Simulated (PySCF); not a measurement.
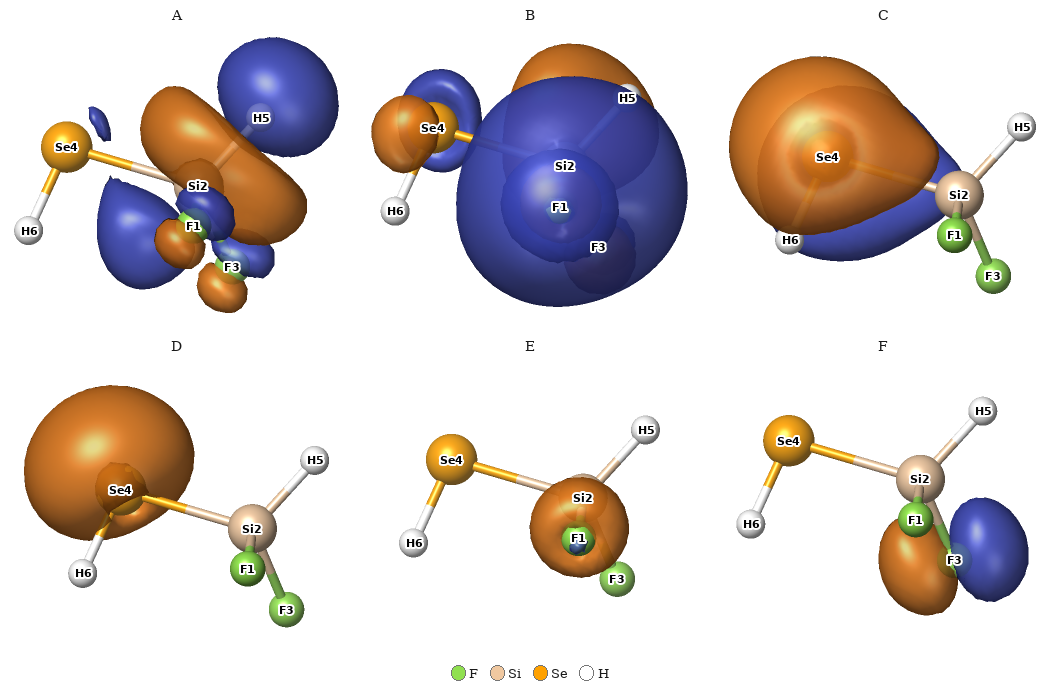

F2H2SeSi, SMILES `F[SiH](F)[SeH]`. Intrinsic bond orbitals (IBO), occupied and valence-virtual; each surface holds about 85 % of the orbital's density. Energies are diagonal elements of the Fock matrix.

Level of theory: ωB97X/def2-SVP (PySCF), at a geometry from GFN2-xTB. No frequency check shows the geometry to be a minimum. GFN2-xTB bond lengths at metals and heavier atoms can be off by up to 0.1 Å and shapes distorted, which carries into these values.

Input

```python
import numpy as np
from pyscf import gto, scf, dft, lo
from pyscf.data.elements import chemcore

def solve(mol, dm0=None, hcore=None):
    mf = (dft.UKS if mol.spin else dft.RKS)(mol, xc='wb97x')
    mf.grids.level = 3
    mf = mf.density_fit(auxbasis='def2-universal-jkfit')
    mf.conv_tol, mf.max_cycle = 1e-8, 80
    if hcore is not None:
        mf.get_hcore = lambda *args: hcore
    mf.kernel(dm0)
    if not mf.converged:
        mf = mf.newton().run(mf.mo_coeff, mf.mo_occ, max_cycle=30)
    assert mf.converged, 'SCF not converged'
    return mf

mol = gto.M(atom='''
F      1.64995     1.22489     0.32457
Si     0.94098     0.00036    -0.40857
F      1.64952    -1.22557     0.32354
Se    -1.26517     0.00011     0.00742
H      1.27350     0.00106    -1.80526
H     -1.12660    -0.00383     1.43990
''', basis='def2-svp', charge=0, spin=0, verbose=4)
mf = solve(mol)
occ_all = mf.mo_coeff[:, mf.mo_occ > 0]
occ = occ_all[:, chemcore(mol):]
loc = lo.ibo.ibo(mol, occ, iaos=lo.iao.iao(mol, occ_all))
fock, s = mf.get_fock(), mf.get_ovlp()
ortho = lo.orth_ao(mol, 'meta_lowdin')
ortho = lo.vec_lowdin(lo.iao.iao(mol, occ_all), s)
labels = lo.iao.reference_mol(mol).ao_labels(fmt=None)
vir = lo.vvo.livvo(mol, occ_all, mf.mo_coeff[:, mf.mo_occ == 0])
both = np.hstack([loc, vir])
p = (ortho.T @ s @ both) ** 2
pop = np.array([p[[l[0] == a for l in labels]].sum(0) for a in range(mol.natm)])
spd = np.array([[p[[l[0] == a and l[2][-1] == k for l in labels]].sum(0) for k in 'spd'] for a in range(mol.natm)])
eps = np.einsum('pi,pq,qi->i', both, fock, both)
for i in np.argsort(eps):
    top = np.argsort(-pop[:, i])[:3]
    print('%3d %s %9.4f Eh ' % (i + 1, 'occ' if i < loc.shape[1] else 'vir', eps[i]), '  '.join('%s%d %.3f' % (mol.atom_symbol(a), a + 1, pop[a, i]) for a in top))
np.savez('result.npz', c=both, nocc=loc.shape[1], pop=pop, spd=spd, eps=eps, e=mf.e_tot)
```

Command:

```sh
OMP_NUM_THREADS=1 python input.py
```

The run took 9.6 s on 1 thread of Intel(R) Xeon(R) Platinum 8259CL CPU @ 2.50GHz (Skylake/Cascade Lake), with other jobs on the host, peak memory 0.4 GiB.

Name the orbitals, with their atomic make-up and energies.

By panel:
- A: σ* orbital Si2–H5 (Si2 52 %, H5 42 %; 8.4 eV)
- B: σ* orbital Si2–F1, mostly on Si2 (Si2 78 %, F1 15 %, F3 3 %; 6.1 eV)
- C: lone pair on Se4 (p-type) (Se4 95 %, Si2 5 %; −10.2 eV)
- D: lone pair on Se4 (sp0.5-type) (Se4 99 %; −16.8 eV)
- E: pair mostly on F1, shared in part with Si2 (F1 82 %, Si2 17 %; −29.1 eV)
- F: lone pair on F3 (p-type) (F3 97 %; −15.0 eV)
